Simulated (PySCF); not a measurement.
**FeH3: doublet, from a trigonal pyramidal start**

Where does doublet FeH3 go from a trigonal pyramidal start, is the end point a minimum, and what are its modes, charges and moments?

Computed with PySCF 2.14.0. Level: PBE0, basis Fe def2-TZVP, H def2-TZVP, no relativity, density fitting.

### 1 The starting structure

4 atoms, charge 0, spin multiplicity 2.

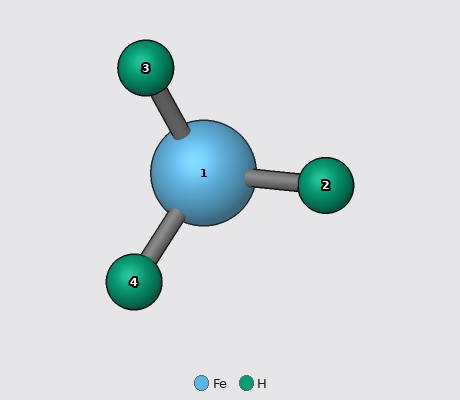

The starting geometry (iron blue, hydrogen teal); atoms are numbered from 1 in the order of the file.

Coordinates in bohr (charge 0 multiplicity 2):
```
Fe    0.0000    0.0000   -0.0673
H     2.4695    0.0000    1.2457
H    -1.2348    2.1386    1.2457
H    -1.2347   -2.1386    1.2457
```

### 2 Relaxation: trigonal pyramidal start, doublet

One driver script runs all steps and calls PySCF; scf.py shows how it sets up the SCF of each step. The optimiser is the driver's own. Before each start the driver seeks the lowest SCF state from one or more starting densities and follows internal instabilities, so scf.py alone need not reach the same state.

The program finds C3v symmetry in the start, which this walk keeps. The walk stops when the largest gradient is under 0.0003 Eh/bohr and the energy has settled too.

Input file scf.py:

```python
from pyscf import gto, scf, dft
mol = gto.M(atom='''
Fe    -0.000000    -0.000000    -0.035630
H      1.306787     0.000011     0.659170
H     -0.653403     1.131705     0.659170
H     -0.653384    -1.131716     0.659170''',
    basis={'Fe': 'def2-TZVP', 'H': 'def2-TZVP'},
    charge=0, spin=1)
mf = dft.UKS(mol, xc='PBE0')
mf.grids.atom_grid = (50, 194)
aux = {'Fe': 'def2-universal-JKFIT', 'H': 'def2-universal-JKFIT'}
mf = mf.density_fit(auxbasis=aux)
mf.kernel()
```

Energy and gradient, step by step:

| step | energy (Eh) | change (kJ/mol) | largest symmetric gradient (Eh/bohr) |
| --- | --- | --- | --- |
| 0 | -1265.143705 | 0.00 | 0.00443 |
| 1 | -1265.143905 | -0.52 | 0.00286 |
| 2 | -1265.144059 | -0.93 | 0.00022 |
| 3 | -1265.144059 | -0.93 | 0.00014 |

The walk ran for 2.2 s (4 threads, shared host).

Geometry (Å) and forces (eV/Å) at some steps:

```
step 0
Fe   0.000   0.000  -0.036   0.003   0.000  -0.139
H    1.307   0.000   0.659   0.227   0.000   0.048
H   -0.653   1.132   0.659  -0.115   0.197   0.046
H   -0.653  -1.132   0.659  -0.115  -0.197   0.046
step 1
Fe   0.000   0.000  -0.029   0.003   0.000  -0.079
H    1.318   0.000   0.657   0.146   0.000   0.028
H   -0.659   1.141   0.657  -0.075   0.127   0.025
H   -0.659  -1.142   0.657  -0.075  -0.127   0.025
step 2
Fe   0.000   0.000  -0.016   0.003   0.000   0.011
H    1.340   0.000   0.653  -0.004   0.000  -0.002
H   -0.670   1.161   0.653   0.000  -0.002  -0.005
H   -0.670  -1.161   0.653   0.000   0.002  -0.005
step 3
Fe   0.000   0.000  -0.016   0.003   0.000   0.007
H    1.340   0.000   0.652  -0.003   0.000   0.000
H   -0.670   1.161   0.652   0.000  -0.002  -0.003
H   -0.670  -1.161   0.652   0.000   0.002  -0.003
```

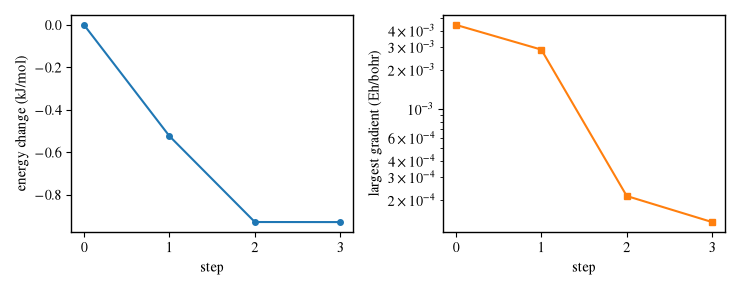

How energy and gradient fall.

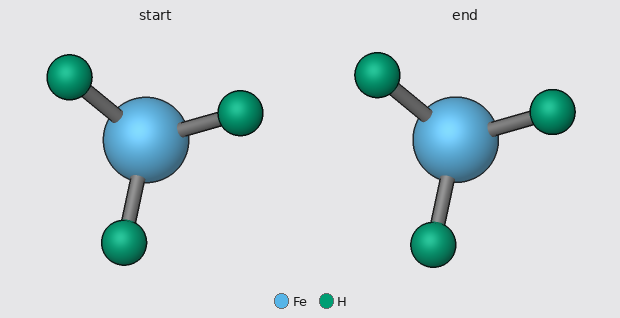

The geometry along the walk, at one scale.

After 3 steps and 0.9 kJ/mol it ends at C3v: Fe–H 1.498 Å (×3); H–Fe–H 101.6° (×3).

### 3 Is it a minimum? Harmonic modes

The point is checked on the finer grid, and tightened if its gradient asks for it. The Hessian and the dipole derivatives come from central differences of analytic gradients, with steps of 0.01 bohr.

scf.py: that of step 2 with these lines changed.

```diff
@@ -3,4 +3,4 @@
-Fe    -0.000000    -0.000000    -0.035630
-H      1.306787     0.000011     0.659170
-H     -0.653403     1.131705     0.659170
-H     -0.653384    -1.131716     0.659170''',
+Fe    -0.000000    -0.000000    -0.033980
+H      1.340461     0.000011     0.633731
+H     -0.670240     1.160867     0.633731
+H     -0.670221    -1.160879     0.633731''',
@@ -10 +10 @@
-mf.grids.atom_grid = (50, 194)
+mf.grids.atom_grid = (75, 302)
```

This SCF starts from the last density.

SCF at the final geometry:

```text
init E= -1265.1439668433
[... the frontier-level lines of each cycle are left out ...]
cycle= 1 E= -1265.14396684293  delta_E= 3.65e-10  |g|= 4.51e-05  |ddm|= 2.07e-05
cycle= 2 E= -1265.143966835  delta_E= 7.93e-09  |g|= 0.000187  |ddm|= 7.3e-05
cycle= 3 E= -1265.14396684347  delta_E= -8.47e-09  |g|= 3.08e-06  |ddm|= 5.91e-05
cycle= 4 E= -1265.14396684351  delta_E= -3.48e-11  |g|= 2.85e-06  |ddm|= 6.98e-06
Extra cycle  E= -1265.14396684352  delta_E= -1.21e-11  |g|= 6.89e-06  |ddm|= 5.87e-06
converged SCF energy = -1265.14396684352  <S^2> = 0.94888672  2S+1 = 2.1898737
```

The whole step took 10 s.

Geometry: C3v; Fe–H 1.498 Å (×3); H–Fe–H 101.6° (×3).

Modes, for the most abundant isotopes:

```csv
symmetry,ω (cm⁻¹),IR (km/mol),μ (u),type
e,582,20.1,1.02,bend
a1,710,89.8,1.05,bend
a1,1889,6.4,1.02,stretch
e,1908,331,1.03,stretch
```

No imaginary mode, so this is a minimum.

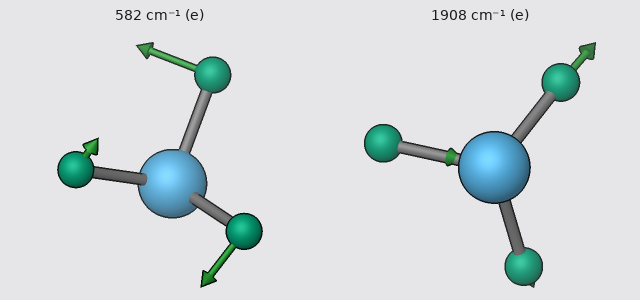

How the atoms move in 2 of the modes.

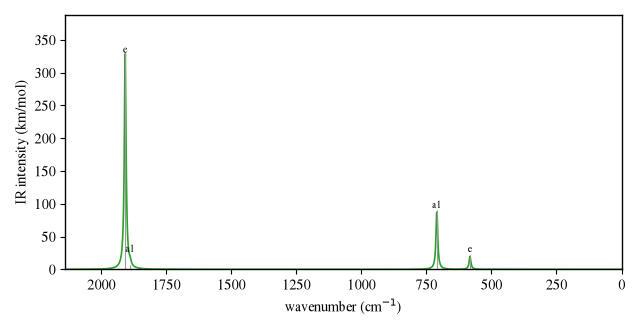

The harmonic infrared spectrum (widths in cm⁻¹). Lines are broadened to a width of 8 cm⁻¹ (Lorentzian).

Constants and moments:

```yaml
Dipole_moment: 2.61 D
Highest_occupied_level: -6.89 eV
Lowest_empty_level: -2.35 eV
Rotational_constants: 4.219, 4.219, 3.103 cm⁻¹
Zero-point_energy: 45.3 kJ/mol
Principal_polarisabilities: 26.6, 38.4, 38.4 bohr³
Atomisation_energy_without_zero-point_energy: 539 kJ/mol
Principal_traceless_quadrupole_moments_about_the_centre_of_mass: -1.01, -1.01, 2.02 D Å
Entropy_at_298.15_K_and_1_bar_electronic_part_spin_only: 228.7 J/(mol K)
Heat_capacity_Cp_at_298.15_K: 45.8 J/(mol K)
Enthalpy_at_298.15_K_above_0_K: 11.10 kJ/mol
Rotational_symmetry_number: 3
Spin_squared_⟨S²⟩: 0.949
```

Populations by atom (charges in e):

```
  atom  Mulliken  Löwdin  polar tensor  spin (Mulliken)  Mayer order to Fe1
   Fe1      0.20    0.11          0.71             1.55                   –
H2,3,4     -0.07   -0.04         -0.24            -0.18                0.95
```

Mulliken populations on Fe1: s 6.72, p 12.28, d 6.80, f 0.00.

### 4 Outcome

| quantity | value |
| --- | --- |
| minimum | doublet, C3v |
| geometry | Fe–H 1.498 Å (×3); H–Fe–H 101.6° (×3) |
| wavenumbers (cm⁻¹) | 582 (e), 710 (a1), 1889 (a1), 1908 (e) |
| dipole moment | 2.61 D |
| highest occupied, lowest empty level (either spin) | -6.89, -2.35 eV |
| polar-tensor charge of Fe1 | +0.71 e |
| zero-point energy | 45.3 kJ/mol |
| entropy at 298.15 K | 228.7 J/(mol K) |
| atomisation energy (no zero-point energy) | 539 kJ/mol |
| ⟨S²⟩ | 0.949 |

In words: The molecule stays C3v, as typed, and the end point is a minimum. The strongest infrared band lies at 1908 cm⁻¹ (e, stretch). Most of the spin sits on Fe1 (Mulliken spin 1.55, against 1 for the whole molecule). Only this shape and spin were tried, so other structures or states may lie lower. One determinant may miss the lowest occupation of an open d or f shell.

The search up to here took 17 s.
